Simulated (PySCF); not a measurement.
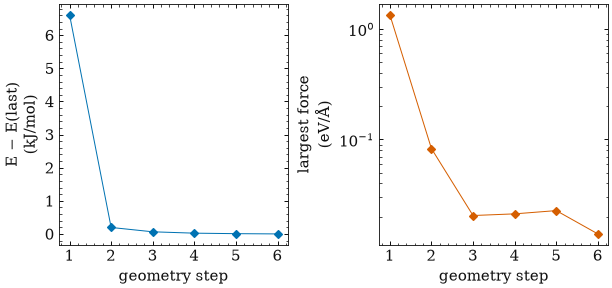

History of a geometry optimisation.

Te(CCH)2 (SMILES C#C[Te]C#C); PBE0-D3(BJ)/def2-SVP, geometry optimisation in PySCF.

> How did it end, and what did it gain?

The optimisation met its thresholds at geometry 6, counting the start as the first. The energy fell by about 6.6 kJ/mol from the first step to the last. The largest force goes from about 1.3 eV/Å at the start to 0.014 eV/Å at the end.
